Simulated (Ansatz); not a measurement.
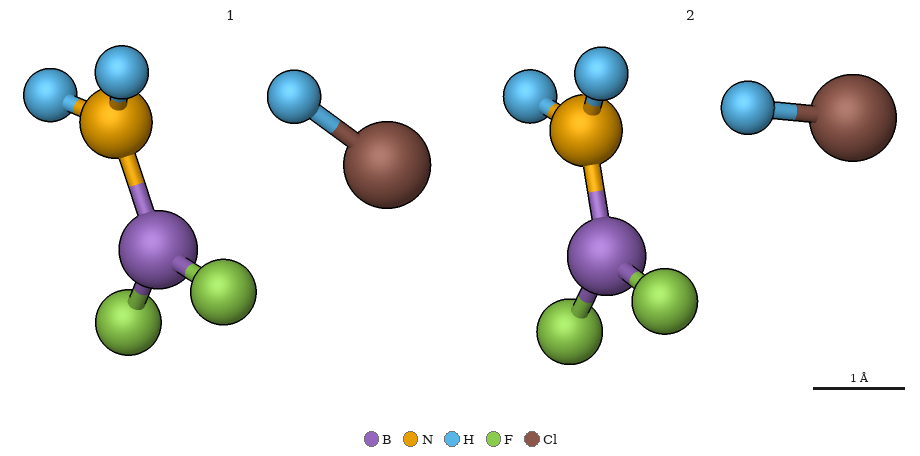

Two geometries of BNH₃ClF₂, drawn at one scale. One is the start of a relaxation, the other its converged end. The picture is a ball-and-stick view, seen at a tilt.

Method: RKS CAM-B3LYP-D4/def2-SVP (Ansatz). (no spin polarisation; force threshold 0.03 eV/Å; at most 50 steps)

### Which of the two is the end point?

Structure 2 is the relaxed one. The run prepares an end point of a later path (reaction) calculation, from a guessed geometry. The atom that moves furthest after the best rigid fit is the Cl atom (0.54 Å). By element the largest moves are Cl 0.54 Å, F 0.26 Å, H 0.24 Å, B 0.17 Å, N 0.15 Å. Among the contacts that change: B–N 1.476 → 1.407 Å, Cl–H 1.333 → 1.300 Å. Over 8 geometry steps the energy falls by 3.61 kcal/mol. The largest force component goes from 2.2 to 0.02 eV/Å.

Limits of the set-up: the start holds two separate molecules, 2.3 Å apart at their closest, whose relative position is a soft coordinate.
